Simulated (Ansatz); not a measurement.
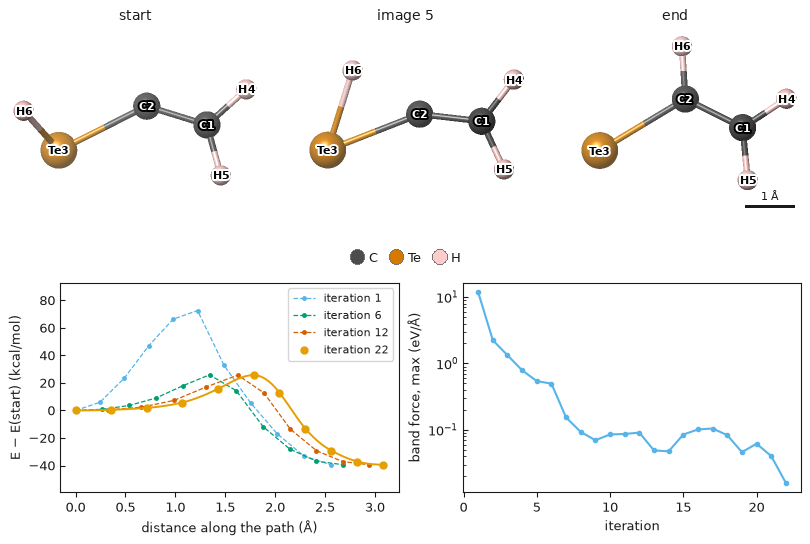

NEB run on C$_{2}$H$_{3}$Te (multiplicity 2). Images are numbered from 0 (start) to 10 (end). The plot follows the band through its iterations. Style: ball-and-stick. Shown at a tilt.

The calculation used UKS PBE0/def2-SVP (Ansatz 0.2.0). Run with 9 movable images; climbing image; force threshold 0.03 eV/Å; iteration limit 44; starting path through a guess of the saddle point.

Q: Did the band converge, and can the barrier be trusted?

A: The result is final at these settings. The band converged in 22 iterations. The largest component of the band force went from 12 to 0.016 eV/Å. The climbing image converged on the top of the path. Its vibrational analysis gives one imaginary mode (1591i cm⁻¹), as a transition state must have. The first iteration put the highest image at 72.6 kcal/mol. The highest point, image 5, lies 25.7 kcal/mol above the start and 65.1 kcal/mol above the end; the end is at −39.4 kcal/mol relative to the start.

The run took 8.9 min on 2 threads of Arm Neoverse V1, with other jobs on the host, peak memory 0.2 GiB.
